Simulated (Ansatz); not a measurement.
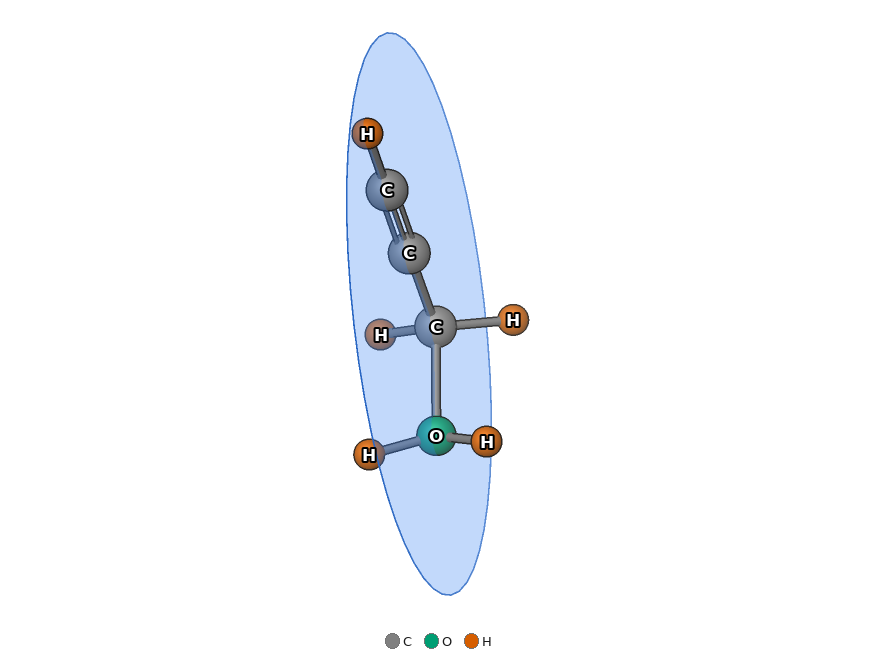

All proper rotation axes (lines) and mirror planes (discs) of the structure are drawn in. Distant atoms are faded towards the background colour. The species has charge +1 and is a spin singlet. The geometry was computed by an optimisation with PBE0-D4/def2-TZVP. No frequency run is at hand to confirm it as a minimum.

Name the symmetry elements and the point group.

It has 1 mirror plane. Point group Cs. The group has 2 operations. The geometry is achiral, and symmetry allows a dipole moment.
